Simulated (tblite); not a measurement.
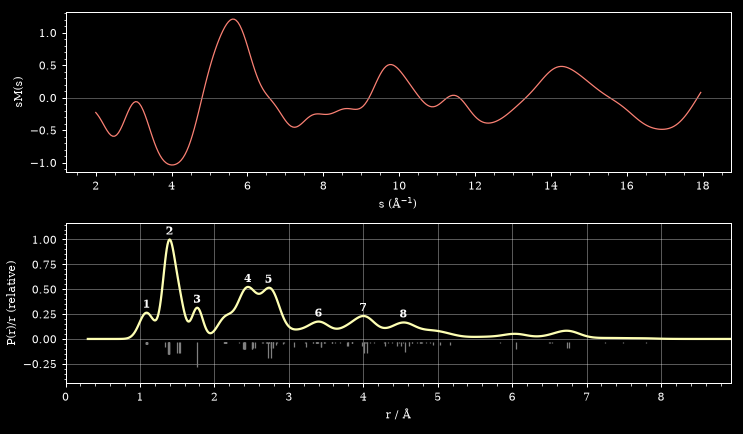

Simulated gas electron diffraction: reduced molecular intensity sM(s) from the Debye equation in the first Born approximation (top) and the radial distribution curve (bottom) of C9H12S. Each pair of atoms contributes with weight ZᵢZⱼ/r (bars below the curve); damping constant 0.0015 Å²; vibrational amplitudes assumed, not computed: 0.05 Å for bonds, 0.078 Å for bonds to H, 0.06 + 0.015 r up to 0.15 Å for other pairs. The geometry is the end point of an optimisation (GFN2-xTB geometry optimisation, gas phase in tblite 0.8.0); it may be a saddle point or a higher isomer. SMILES: CCCc1ccc(S)cc1.

> Read the positions of the numbered peaks and name the main pairs (– for bonds).

Peak 1, 1.09 Å: C–H 1.08–1.09 Å (×11)
Peak 2, 1.40 Å: C–C 1.38–1.54 Å (×9), not resolved
Peak 3, 1.77 Å: S–C 1.77 Å
Peak 4, 2.45 Å: C···C 2.39–2.54 Å (×10), not resolved; in its flanks C···H 2.13–2.16 Å
Peak 5, 2.73 Å: C···H 2.63–2.93 Å (×12), S···C 2.72–2.77 Å (×2), C···C 2.76–2.79 Å (×3), not resolved
Peak 6, 3.40 Å: C···H 3.22–3.62 Å (×20), C···C 3.23–3.43 Å (×3), not resolved
Peak 7, 4.00 Å: C···C 3.78–4.29 Å (×4), C···H 3.79–4.29 Å (×13), S···C 4.01–4.04 Å (×2), not resolved
Peak 8, 4.54 Å: C···H 4.34–4.79 Å (×14), C···C 4.46–4.61 Å (×3), S···C 4.56 Å, not resolved; in its flanks C···H 4.88–5.44 Å, C···C 4.94–5.17 Å
